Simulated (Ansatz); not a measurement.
Band structure of YAl (Pm-3m, 2 atoms in the cell).

```yaml
crystal:
  lattice:
    - [3.59889, 0.00000, 0.00000]
    - [0.00000, 3.59889, 0.00000]
    - [0.00000, 0.00000, 3.59889]
  atoms:
    - { symbol: Y, position: [0.50000, 0.50000, 0.50000] }
    - { symbol: Al, position: [0.00000, 0.00000, 0.00000] }
```

Method: LDA (PW92), default PAW files made with PBE (plane waves; Ansatz, an electronic-structure program).

Settings: basis.ecutwfc = 420 eV; kpoints.mp_grid.grid = 7 7 7; hamiltonian.xc = lda; hamiltonian.pseudopotentials = {kind: paw} (the program's default PAW files); scf.occupations.method = cold; scf.occupations.width = 0.05 eV; kpoints.band_path.npoints = 6.

The starting cell comes from a database of computed structures (which also holds hypothetical and non-ambient phases and stackings), without a prior relaxation at this level.

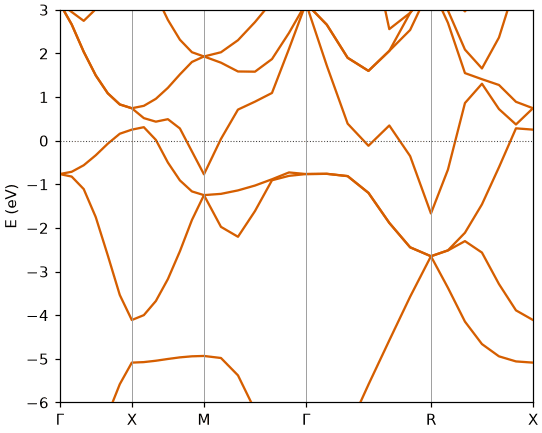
Fig. 1. Bands along the path, energies from the Fermi level.

Levels in eV from the Fermi level, bands 4 to 10:
```
point       4      5      6      7      8     9    10
-----  ------  -----  -----  -----  -----  ----  ----
Γ      -22.41  -7.71  -0.76  -0.76   3.15  3.15  3.15
X      -22.38  -5.09  -4.11   0.25   0.74  0.74  4.17
M      -22.35  -4.93  -1.25  -1.25  -0.77  1.93  1.93
R      -22.65  -2.65  -2.65  -2.65  -1.67  3.54  3.54
```

Bands cross the Fermi level along this path, so the cell is metallic at this level.

Keys are those of Ansatz 0.2.
